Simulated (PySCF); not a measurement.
## NMR shielding calculation, with input and output: C$_{5}$H$_{11}$N$_{3}$Si

C$_{5}$H$_{11}$N$_{3}$Si, SMILES CC(C)n1nncc1[SiH3], computed with GIAO PBE0/pcSseg-1 NMR shielding, non-relativistic, gas phase (PySCF 2.14.0).

The geometry comes from this level: GFN2-xTB. It belongs to a series of runs on one base structure; here: C2H5 replaced by iPr. Figures and captions count atoms from 1; the log counts them from 0 in places.

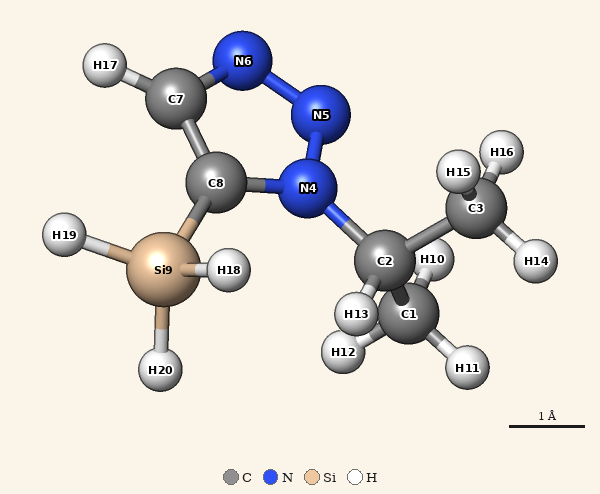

Fig. 1: The structure (ball-and-stick view, seen at a tilt; atoms are numbered from 1 in the order of the input). Bond lengths as drawn: C–C 1.39 to 1.53 Å, C–H 1.07 to 1.10 Å, C–N 1.34 to 1.44 Å, C–Si 1.87 Å, H–Si 1.46 to 1.47 Å and N–N 1.28 to 1.32 Å.

## Input file
```
{"job": {"kind": "nmr", "xc": "PBE0", "basis": "pcSseg-1"}, "charge": 0, "multiplicity": 1}
C     -1.884102    -0.155433    -1.040152
C     -0.961554     0.361308     0.061285
C     -1.716466     0.563865     1.372976
N      0.105401    -0.589044     0.271969
N     -0.163857    -1.831630     0.641952
N      0.937569    -2.475601     0.769586
C      1.953671    -1.650937     0.481951
C      1.443905    -0.404005     0.150777
Si     2.303284     1.175804    -0.350514
H     -2.289083    -1.121173    -0.749066
H     -2.702025     0.541019    -1.202158
H     -1.336202    -0.273951    -1.972421
H     -0.497517     1.303548    -0.250502
H     -2.528868     1.271308     1.232897
H     -1.048034     0.944619     2.142121
H     -2.124467    -0.386843     1.706024
H      2.973389    -1.973906     0.522311
H      1.945902     2.233041     0.601150
H      3.739362     0.923064    -0.341188
H      1.844545     1.555624    -1.690818
```

The first line tells a small driver script what to run in PySCF; the rest is the geometry in Å.

Run as:
```bash
OMP_NUM_THREADS=1 python <driver script> task.json out
```

## Log
```
coarse grid: 17064 points
cycle   1  E = -650.1585912541  dE =  1.390e+00  |g| = 5.051e-01  |ddm| = 4.098e+00
cycle   2  E = -650.0936048867  dE =  6.499e-02  |g| = 7.641e-01  |ddm| = 1.046e+00
cycle   3  E = -650.2124496407  dE = -1.188e-01  |g| = 1.673e-01  |ddm| = 6.943e-01
cycle   4  E = -650.2181482635  dE = -5.699e-03  |g| = 4.949e-02  |ddm| = 1.730e-01
cycle   5  E = -650.2187145829  dE = -5.663e-04  |g| = 9.270e-03  |ddm| = 5.171e-02
cycle   6  E = -650.2187279338  dE = -1.335e-05  |g| = 5.080e-03  |ddm| = 1.189e-02
cycle   7  E = -650.2187334504  dE = -5.517e-06  |g| = 8.953e-04  |ddm| = 4.700e-03
final grid: 160040 points
cycle   8  E = -650.2685765768  dE = -4.162e-05  |g| = 8.358e-03  |ddm| = 3.585e-02
cycle   9  E = -650.2685672411  dE =  9.336e-06  |g| = 1.042e-02  |ddm| = 1.737e-02
cycle  10  E = -650.2685931419  dE = -2.590e-05  |g| = 2.326e-03  |ddm| = 1.068e-02
cycle  11  E = -650.2685944086  dE = -1.267e-06  |g| = 3.341e-04  |ddm| = 2.221e-03
cycle  12  E = -650.2685944281  dE = -1.952e-08  |g| = 1.288e-04  |ddm| = 3.044e-04
cycle  13  E = -650.2685944313  dE = -3.183e-09  |g| = 3.736e-05  |ddm| = 1.140e-04
cycle  14  E = -650.2685944315  dE = -2.494e-10  |g| = 1.307e-05  |ddm| = 4.124e-05
```

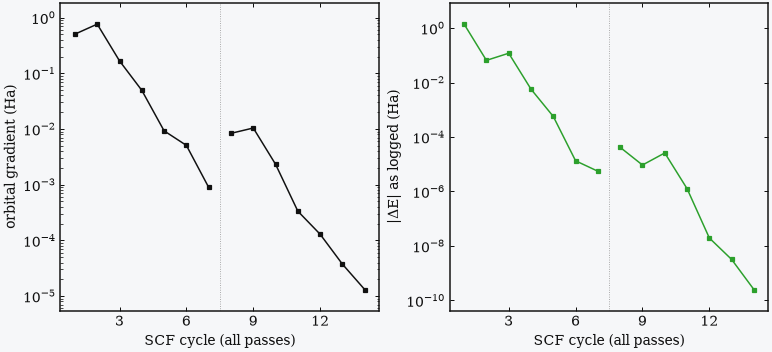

Fig. 2: Convergence of the self-consistent field: orbital gradient and size of the energy change against the SCF cycle. The dotted line marks the change from a coarse to the final integration grid. The first 7 cycles use a coarse grid, the final grid takes over at cycle 8, and the field converges after 14 cycles in all.

```
converged SCF energy = -650.2685944315

GIAO shielding tensors (ppm)
atom      isotropic    diamagn.    paramagn.     s11        s22        s33       span
  0 C      160.713     247.728     -87.014    145.040    152.591    184.510     39.470
  1 C      132.220     244.139    -111.919    112.819    127.876    155.966     43.146
  2 C      160.393     247.497     -87.104    144.713    151.928    184.538     39.825
  3 N      -23.439     333.479    -356.918   -178.294     -0.671    108.647    286.941
  4 N     -140.491     319.409    -459.900   -414.238   -142.517    135.281    549.519
  5 N     -121.558     329.534    -451.092   -378.765   -180.369    194.460    573.225
  6 C       41.312     257.503    -216.191    -43.090     52.499    114.525    157.615
  7 C       59.619     256.015    -196.397    -11.691     42.907    147.639    159.330
  8 Si     439.974     881.669    -441.695    420.018    438.852    461.051     41.033
  9 H       29.257      30.771      -1.514     24.700     28.402     34.670      9.970
 10 H       30.389      29.949       0.439     26.591     27.520     37.055     10.464
 11 H       30.178      31.085      -0.907     25.716     28.726     36.090     10.374
 12 H       27.307      34.259      -6.952     22.125     27.289     32.506     10.381
 13 H       30.392      29.739       0.653     26.624     27.461     37.089     10.465
 14 H       30.192      30.784      -0.592     25.694     28.855     36.027     10.334
 15 H       29.340      30.596      -1.256     24.855     28.471     34.693      9.838
 16 H       23.912      31.871      -7.959     21.298     23.040     27.397      6.098
 17 H       27.187      30.014      -2.827     23.254     26.433     31.873      8.619
 18 H       27.243      29.019      -1.776     23.057     25.907     32.764      9.707
 19 H       27.188      30.108      -2.921     23.277     26.352     31.934      8.657
```

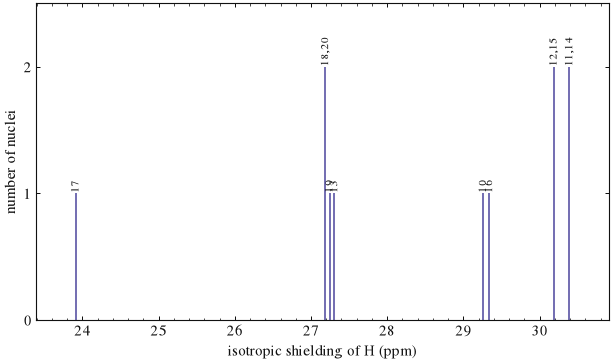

Fig. 3: Isotropic shieldings of the hydrogen nuclei in this fixed geometry, labelled by atom number; shielding grows to the right, so chemical shift grows to the left. The least shielded is H17 (23.9 ppm), the most shielded H14 (30.4 ppm).

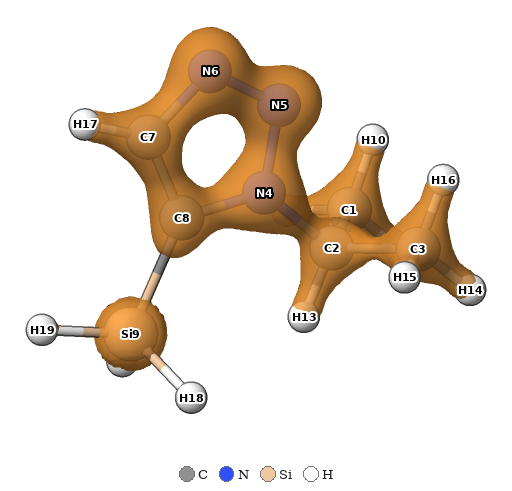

Fig. 4: Isosurface of the total electron density at 1.5 e/Å³ (orange), seen at a tilt. At this value the surface falls into five separate pieces. It is pinched off along the C–Si (1.87 Å) contacts. On the grid the lowest density along these lines, outside the cores, is 2.9 e/Å³ (N–N, 1.28 Å), 2.4 e/Å³ (C–N, 1.34 Å), 2.1 e/Å³ (C–C, 1.39 Å) and 0.79 e/Å³ (C–Si, 1.87 Å).

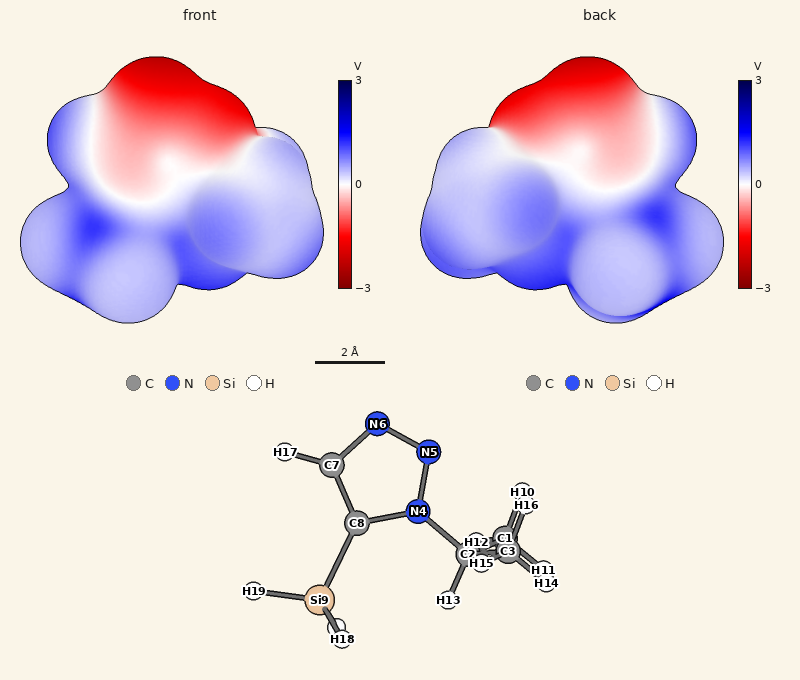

Fig. 5: The electrostatic potential painted on the density surface at 0.002 e/bohr³, seen face on and from behind; the colour scale runs from red (negative) to blue (positive). The bare structure is drawn below in the same view.

## Key numbers

- outcome: converged
- total energy: −650.268594 hartree
- HOMO: −7.49 eV
- LUMO: −0.41 eV
- dipole moment: 4.18 D
- isotropic shielding, C: 41.3 to 160.7 ppm
- isotropic shielding, N: −140.5 to −23.4 ppm
- isotropic shielding, Si: 440.0 ppm
- isotropic shielding, H: 23.9 to 30.4 ppm
- hardware: 1 CPU thread, shared host
- wall time: 90 s
- peak memory: 1 GiB
